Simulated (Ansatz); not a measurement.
The starting structures come from a database of crystals and need not be the phases stable at ambient conditions.

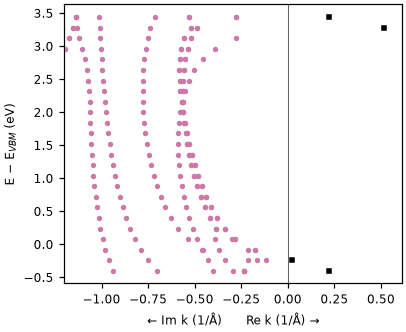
Complex bands at the centre of the two-dimensional zone; r2SCAN in Ansatz (a program for electronic structure)

The gap is the functional's own. No spin-orbit coupling. Mid-gap values are interpolated on the energy grid.

Task: This is Li4MoO5 (I4, not sure to be the ambient phase, 10 atoms a cell, 8.8 Å³ an atom) along the normal of (110). Read off the slowest decay at the centre of the two-dimensional zone at 1.68 eV, the computed energy nearest the middle of the gap.

Result: κ ≈ 0.54 1/Å, a decay length 1/(2κ) of the density of 0.92 Å.
